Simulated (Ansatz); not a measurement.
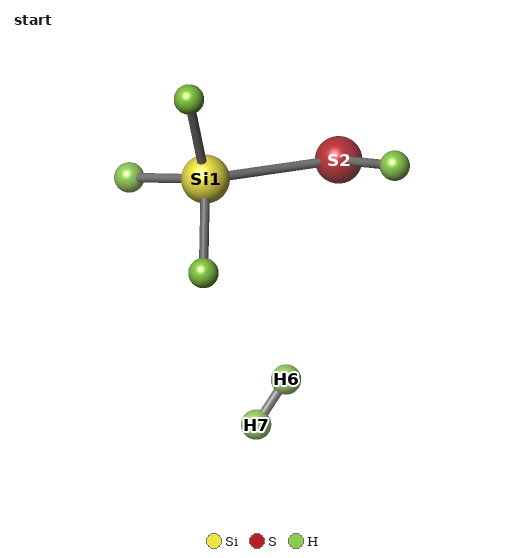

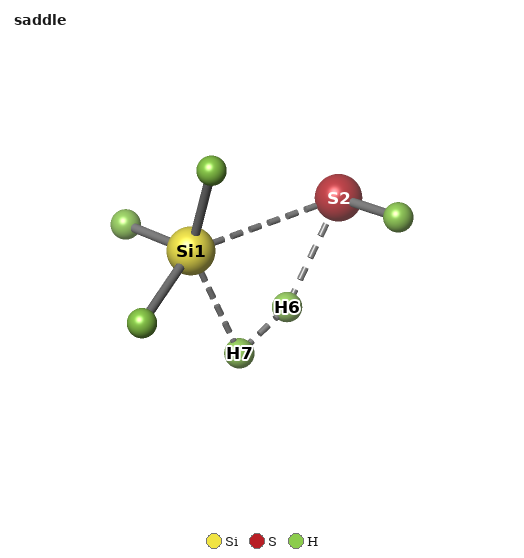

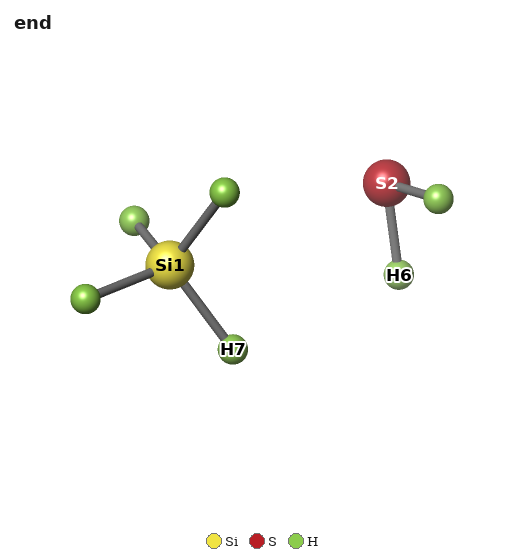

A saddle point and the two end points reached downhill from it. Broken sticks mark bonds that form or break. Charge 0, singlet. Geometries: PBE0-D4/def2-TZVP; all other levels are single points on them, and energies count from the start as drawn. Program: Ansatz 0.2.0. In CBS estimates cores are frozen, and CCSD(T) − MP2 is taken in the smaller basis.

Which bonds form and which break from start to end?

Formed: Si1–H7, S2–H6; broken: Si1–S2, H6–H7. At the saddle point Si1···H7 is 1.71 Å, S2···H6 is 1.68 Å, Si1···S2 is 2.51 Å, H6···H7 is 0.99 Å.

Give the electronic barrier and the reaction energy from start to end in kcal/mol (no zero-point energy) with CCSD(T)/CBS (MP2 limit from def2-TZVPP and def2-QZVPP plus CCSD(T) − MP2); PBE-D4/def2-TZVPP; r2SCAN-D4/def2-TZVPP.

```json
{"level": "CCSD(T)/CBS (MP2 limit from def2-TZVPP and def2-QZVPP plus CCSD(T) − MP2)", "barrier": "59.3", "reaction energy": "+7.4"}
{"level": "PBE-D4/def2-TZVPP", "barrier": "48.5", "reaction energy": "+8.0"}
{"level": "r2SCAN-D4/def2-TZVPP", "barrier": "52.6", "reaction energy": "+8.1"}
```
